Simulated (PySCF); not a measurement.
# C₂H₆OSeSi: geometry, electronic excitations

What electronic excitations should C₂H₆OSeSi (`CC(=O)[SiH2][SeH]`) show?

Computed with PySCF 2.14.0, with density-fitted response routines of our own, on a single molecule in the gas phase. Atoms count from 0, in the outputs and in this text.

**1. The starting structure**

11 atoms, charge 0, multiplicity 1; geometry from: GFN2-xTB. The atoms were then displaced at random by about 0.01 Å, so the start is not that level's minimum.

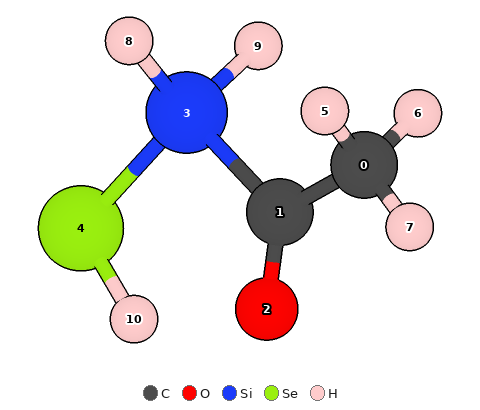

The starting geometry (carbon dark grey, oxygen red, silicon blue, selenium green, hydrogen pink), atoms numbered; sticks join atoms by distance.

**2. Geometry optimisation at PBE0-D3(BJ)/def2-SVP**

What the job is given:

```
{"job": {"xc": "PBE0", "basis": "def2-SVP", "d3": "d3bj", "grid": 1, "shake": 0.01, "kind": "geom"}, "charge": 0, "multiplicity": 1}
C     -1.583810     0.136280    -0.580340
C     -0.144000    -0.134500    -0.531880
O      0.429170    -0.724720    -1.413170
Si     0.857330     0.496230     1.026220
Se     2.903920    -0.219100     0.553190
H     -1.752560     1.244090    -0.540500
H     -2.076850    -0.275310     0.288450
H     -2.037420    -0.228360    -1.498360
H      0.720660     1.954840     1.125760
H      0.257730    -0.137720     2.231760
H      2.463950    -0.782760    -0.676800
```

Command:

```bash
$ OMP_NUM_THREADS=1 python probes_run.py task.json out
```

One launch serves the whole session: the jobs run in the order shown.

The program printed:

```text
step   0  E = -2845.02757586  max force = 0.027788
step   1  E = -2845.03212021  max force = 0.010995
step   2  E = -2845.03257433  max force = 0.002279
step   3  E = -2845.03249346  max force = 0.004369
step   4  E = -2845.03262563  max force = 0.000697
step   5  E = -2845.03263038  max force = 0.000109
optimisation converged
```

Run time: 24 s. Hardware: 1 thread of AMD EPYC 9R45, shared host; peak memory 0.51 GiB.

Relaxation path: (the energy doesn't fall at every step)

```csv
step,energy from step 0 (eV),largest force component (eV/Å)
0,0.0000,1.4289
1,-0.1237,0.5654
2,-0.1360,0.1172
3,-0.1338,0.2247
4,-0.1374,0.0358
5,-0.1375,0.0056
```

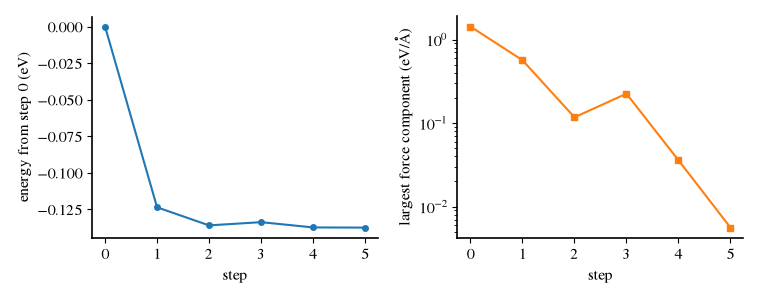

Energy and force, step by step.

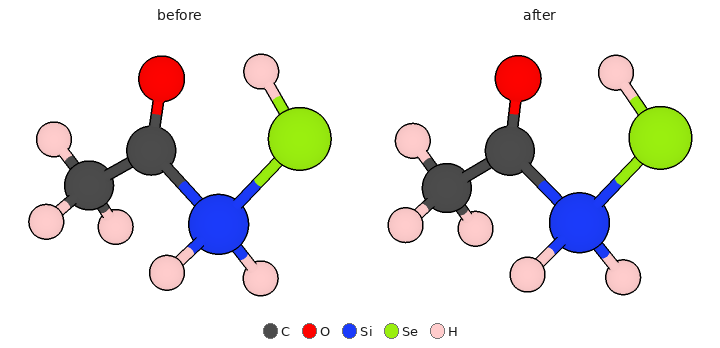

The geometry before (left) and after (right).

Close pairs (by a distance rule), those that changed most:

```csv
bond,before (Å),after (Å),change (Å)
Se4–H10,1.423,1.484,+0.061
Si3–Se4,2.219,2.262,+0.043
C0–C1,1.466,1.503,+0.037
Si3–H8,1.468,1.495,+0.027
C0–H6,1.080,1.102,+0.022
C0–H5,1.121,1.102,-0.019
C0–H7,1.087,1.099,+0.012
Si3–H9,1.488,1.496,+0.007
```

The end geometry stands in the next job.

```csv
at the end point,value
point group (found at 0.08 Å tolerance),Cs
"rotational constants (GHz, main isotopes)","5.971, 1.165, 0.992"
dipole moment (D),2.91
```

**3. Excited states and response: PBE0/def2-TZVPD**

What the job is given:

```
{"job": {"kind": "uv", "xc": "PBE0", "basis": "def2-TZVPD"}, "charge": 0, "multiplicity": 1}
C     -1.627685     0.172872    -0.500331
C     -0.151701    -0.111485    -0.477789
O      0.403575    -0.687125    -1.385483
Si     0.880349     0.483599     1.077497
Se     2.996631    -0.157909     0.603751
H     -1.797520     1.260035    -0.433796
H     -2.110293    -0.278874     0.381684
H     -2.077243    -0.222788    -1.421620
H      0.714090     1.962604     1.222636
H      0.307422    -0.151041     2.304542
H      2.419444    -0.711128    -0.646574
```

Level: TDDFT PBE0/def2-TZVPD, vertical, gas phase, core orbitals frozen in the response.

The program printed:

```text
coarse grid: 44120 points
cycle   1  E = -2845.4771601726  dE = -4.463e-01  |g| = 7.895e-01  |ddm| = 2.877e+00
cycle   2  E = -2844.9798873483  dE =  4.973e-01  |g| = 1.745e+00  |ddm| = 1.504e+00
cycle   3  E = -2845.5883874733  dE = -6.085e-01  |g| = 1.694e-01  |ddm| = 1.077e+00
cycle   4  E = -2845.5935745338  dE = -5.187e-03  |g| = 5.908e-02  |ddm| = 1.900e-01
cycle   5  E = -2845.5943517759  dE = -7.772e-04  |g| = 1.729e-02  |ddm| = 6.922e-02
cycle   6  E = -2845.5944109941  dE = -5.922e-05  |g| = 3.345e-03  |ddm| = 1.856e-02
cycle   7  E = -2845.5944129929  dE = -1.999e-06  |g| = 1.213e-03  |ddm| = 3.917e-03
final grid: 90856 points
cycle   8  E = -2845.5944452371  dE =  4.581e-07  |g| = 1.992e-03  |ddm| = 1.175e-02
cycle   9  E = -2845.5944429590  dE =  2.278e-06  |g| = 3.943e-03  |ddm| = 4.138e-03
cycle  10  E = -2845.5944461142  dE = -3.155e-06  |g| = 4.794e-04  |ddm| = 2.347e-03
cycle  11  E = -2845.5944461651  dE = -5.090e-08  |g| = 3.061e-05  |ddm| = 4.094e-04
cycle  12  E = -2845.5944461653  dE = -2.037e-10  |g| = 8.095e-06  |ddm| = 3.487e-05
converged SCF energy = -2845.5944461653

Static polarisability (au): isotropic 86.511, principal 67.586 84.261 107.686

Singlet excitations
state   eV       nm        f      main configurations
  1   3.6922    335.8   0.00059   H-1->L 0.98
  2   4.4365    279.5   0.00448   H->L 1.00
  3   5.3647    231.1   0.02025   H->L+1 0.86
  4   5.5025    225.3   0.00323   H->L+2 0.81, H->L+1 0.09
  5   5.8876    210.6   0.00726   H-1->L+1 0.96
  6   6.0731    204.2   0.01976   H->L+3 0.84, H->L+2 0.09
  7   6.2900    197.1   0.03823   H-1->L+3 0.63, H-1->L+2 0.35
  8   6.2967    196.9   0.00051   H-2->L 0.97
  9   6.3954    193.9   0.17047   H-1->L+2 0.59, H-1->L+3 0.33
 10   6.8768    180.3   0.00793   H->L+5 0.51, H->L+4 0.38, H->L+7 0.08

Triplet excitations (Tamm-Dancoff, eV): 3.0110 4.3478 4.9809 5.1589
```

Wall time 27 s (1 thread of AMD EPYC 9R45, shared host); peak memory 1.1 GiB.

The orbitals next to the gap, with their largest atomic shares:

```csv
orbital,eV,atoms
HOMO−3,-10.16,"Se4 36 %, Si3 19 %, H10 15 %"
HOMO−2,-9.11,"Se4 61 %, Si3 19 %, O2 4 %"
HOMO−1,-7.35,"O2 45 %, C1 23 %, Si3 13 %"
HOMO,-7.03,"Se4 76 %, Si3 14 %, H10 5 %"
LUMO,-1.54,"C1 37 %, O2 31 %, Si3 13 %"
LUMO+1,-0.38,"Si3 31 %, Se4 30 %, H9 8 %"
LUMO+2,-0.08,"Se4 37 %, Si3 24 %, H10 9 %"
```

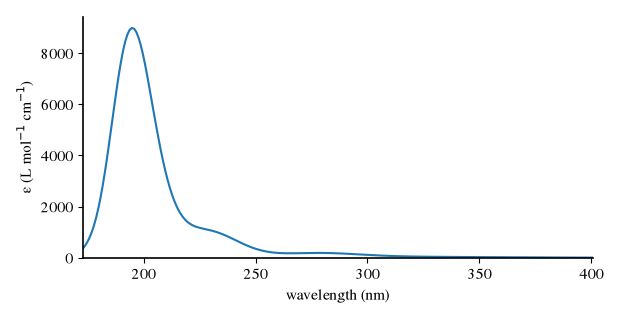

Absorption spectrum: each of the 10 states is a Gaussian band of 0.4 eV half-width at 1/e. Beyond the last state computed it falls off for lack of states.

Further results of this job:

```csv
property,computed
dipole moment (D),2.91
polarisability (Å³),12.82
HOMO–LUMO gap (eV),5.49
−ε(HOMO) (eV),7.03
```

**4. Outcome**

| quantity | value |
| --- | --- |
| point group | Cs |
| rotational constants (main isotopes) | 5.97, 1.17, 0.99 GHz |
| lowest singlet (PBE0/def2-TZVPD) | 3.69 eV (336 nm), f = 0.001 |
| brightest single state of those computed | state 9, 6.40 eV, f = 0.170 |
| lowest triplet | 3.01 eV |

The optimisation took 5 steps and gained 0.138 eV; among the close pairs (by a distance rule), Se4–H10 changed most, from 1.423 to 1.484 Å. No frequency check was run at this level, so the end point may be a saddle. The first singlet state (HOMO−1→LUMO 0.98) lies at 3.69 eV and is dark; of the 10 states computed, the strongest absorption comes from state 9 at 6.40 eV. The lowest triplet lies 0.68 eV below the lowest singlet (triplets in Tamm-Dancoff, singlets in full TDDFT).
